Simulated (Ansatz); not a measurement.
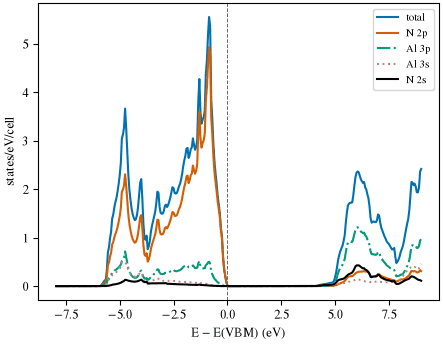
Figure: Total and projected density of states of AlN (wurtzite, P6_3mc), plane-wave PAW PBE (Ansatz code)

### Question
Which orbitals carry the states next to the gap?

### Answer
Top 1 eV of the valence band: N 2p 90 %, Al 3p 7 %. Bottom 1 eV of the conduction band: N 2s 40 %, Al 3s 29 %, Al 3p 19 %, N 2p 9 %. Projections are on Löwdin-orthogonalised atomic valence shells; empty p or d shells of many metals are not among them.

### Question
Where is the tallest occupied peak in this window, and what makes it?

### Answer
Near -0.8 eV, about 5.6 states/eV per cell; the largest projected share is N 2p.

Symmetry was held in the PBE relaxation.

Potentials: the earlier of the program's two PAW sets.
